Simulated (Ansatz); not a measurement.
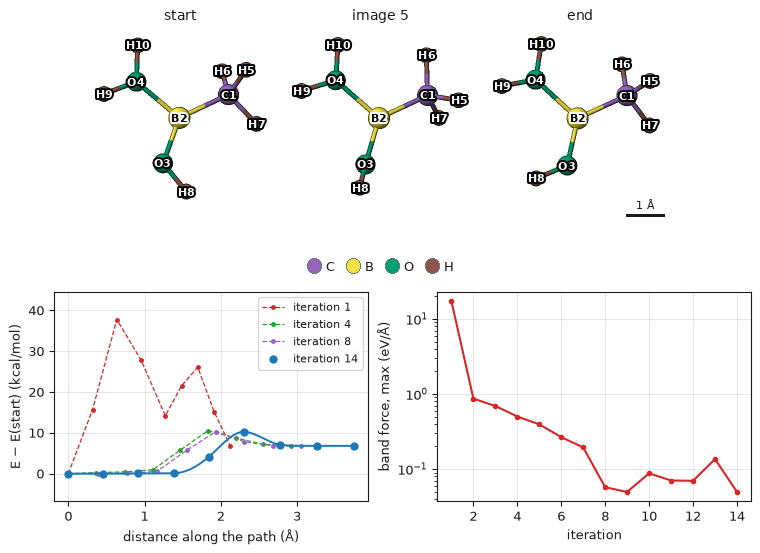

A search for the minimum-energy path of CH₆BO₂ (charge +1) by the nudged elastic band. Images are numbered from 0 (start) to 8 (end). The plot follows the band through its iterations. A ball-and-stick model, seen at a tilt.

All numbers below come from Ansatz 0.2.0, RKS PBE-D4/def2-SVP. Settings: 7 movable images; climbing image; force threshold 0.05 eV/Å; iteration limit 60; starting path through a guess of the saddle point.

Did the band converge, and can the barrier be trusted?

The result is final at these settings. The band converged in 14 iterations. The largest component of the band force went from 17 to 0.05 eV/Å. The climbing image converged on the top of the path. Its vibrational analysis gives one imaginary mode (569i cm⁻¹), as a transition state must have. The first iteration put the highest image at 37.8 kcal/mol. The highest point, image 5, lies 10.3 kcal/mol above the start and 3.4 kcal/mol above the end; the end is at +6.8 kcal/mol relative to the start.

The run took 3.6 min on 1 thread of Arm Neoverse V1 (shared host), peak memory 0.11 GiB.
